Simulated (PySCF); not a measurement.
## A study: C4H12N, charge +1, SMILES `C[N+](C)(C)C`

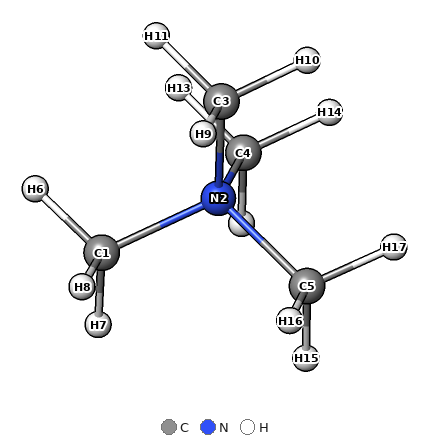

The molecule, with its atoms numbered as below. No frequency check shows the geometry to be a minimum.

Geometry (Å), atoms numbered from 1:

```
C1      -1.2470   -0.7796   -0.1050
N2      -0.0007    0.0001    0.0000
C3      -0.3249    1.4131    0.2668
C4       0.7508   -0.1016   -1.2643
C5       0.8212   -0.5321    1.1020
H6      -1.8644   -0.3980   -0.9161
H7      -1.0223   -1.8268   -0.3003
H8      -1.8125   -0.7136    0.8239
H9      -0.8797    1.5040    1.1988
H10      0.5874    2.0020    0.3449
H11     -0.9314    1.8202   -0.5412
H12      0.9984   -1.1417   -1.4733
H13      0.1568    0.2873   -2.0893
H14      1.6759    0.4689   -1.2011
H15      1.0687   -1.5741    0.9222
H16      0.2802   -0.4635    2.0440
H17      1.7472    0.0350    1.1901
```

### 1. Bonding charge

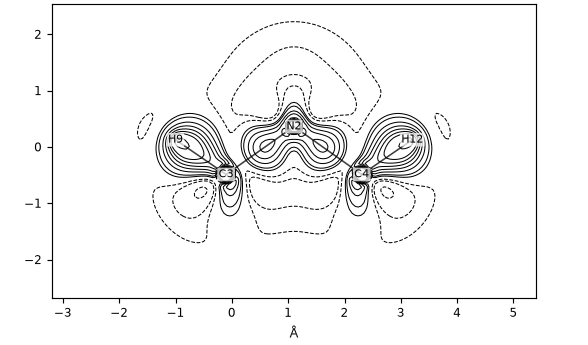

Deformation density (molecule less spherical, spin-averaged free atoms) in the plane of N2, C3, C4, H9 and H12; contours at ±0.05 to ±0.8 e/Å³; solid lines: gain, dashed lines: loss.

Computed with PySCF, TPSSh/def2-SVP, geometry: GFN2-xTB.

> Describe the bonding that the map shows.

C3–H9 and C4–H12: +0.74 e/Å³ at the bond critical point (bond length 1.09 Å, Mayer order 1.0). N2–C3 and N2–C4: +0.17 e/Å³ at the bond critical point (bond length 1.47 Å, Mayer order 0.9). In all, 3.2 electrons gather in the regions of gain relative to the promolecule of neutral atoms (the regions of loss give up this much and the cation's charge besides).

### 2. Electrostatic potential

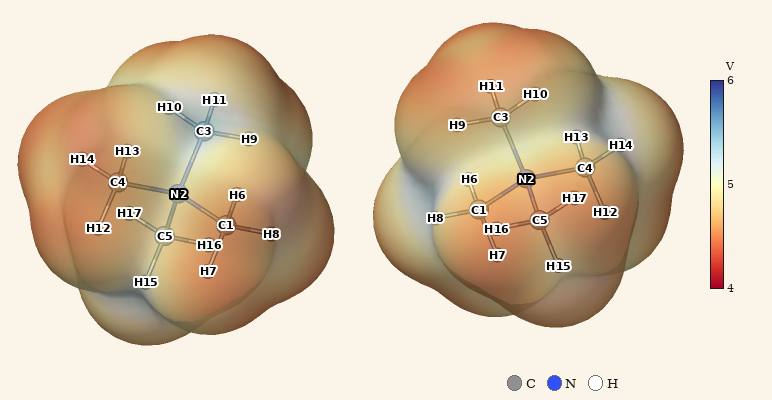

Electrostatic potential on the surface of electron density 0.001 a.u. (back view left, front view right).

> Where are the extremes of the potential on the surface?

Highest: 5.50 V, near H12 (1.57 Å), H7 (1.64 Å) and H15 (1.66 Å). Further maxima include 4.73 V, near H7 (1.65 Å), H8 (1.66 Å), C1 (1.75 Å) and H6 (1.82 Å). Lowest: 4.48 V, 1.3 Å from H11, and at like points elsewhere. The surface is sampled at points, so like sites can differ by a few per cent and only the strongest of them is named.

### 3. In an electric field

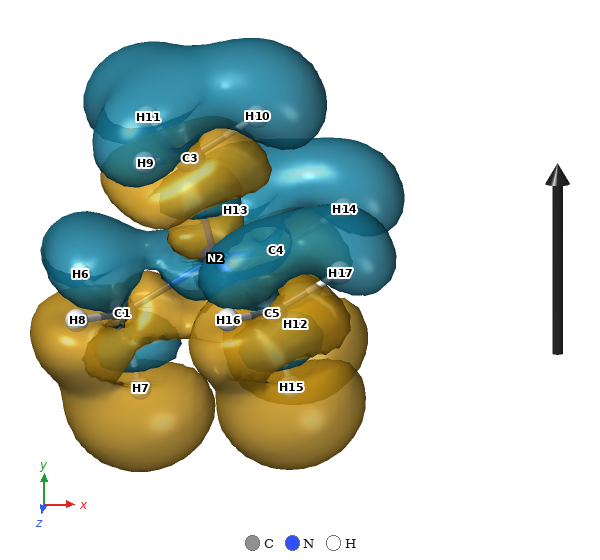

Change of the electron density in a uniform field of 0.41 V/Å along +y (arrow), surfaces at ±0.0015 e/Å³ (yellow: gain, teal: loss).

PySCF calculation, BLYP/6-31+G*, gas phase; geometry: GFN2-xTB. The basis has diffuse s and p functions alone, which still leaves polarisabilities too small, most of all across bonds.

> How large is the response?

The induced dipole is 1.01 D (along the field); α along this axis, from the fields in both directions, is 50 bohr³ (7.4 Å³).

> Which atoms gain and lose the most charge?

Electrons gather most on H7 and H15 alike (Hirshfeld charge changes by −0.014 e) and leave H10 most (+0.011 e); 0.105 electrons are displaced in all.

### 4. Localised orbitals

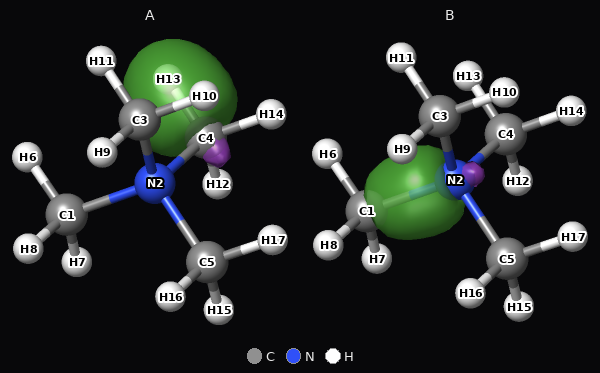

Foster–Boys orbitals, occupied; each surface holds about 70 % of the orbital's density. Energies are diagonal elements of the Fock matrix.

PySCF calculation, r2SCAN/def2-TZVP, gas phase; geometry: GFN2-xTB.

> Name the orbitals, with their atomic make-up and energies.

By panel:
- A: σ bond C4–H13 (C4 58 %, H13 42 %; −17.8 eV)
- B: σ bond N2–C1 (N2 60 %, C1 39 %; −22.4 eV)

The PySCF runs shown took 63 s, 76 s and 2.7 min on 1 thread of Arm Neoverse N1 (shared host).
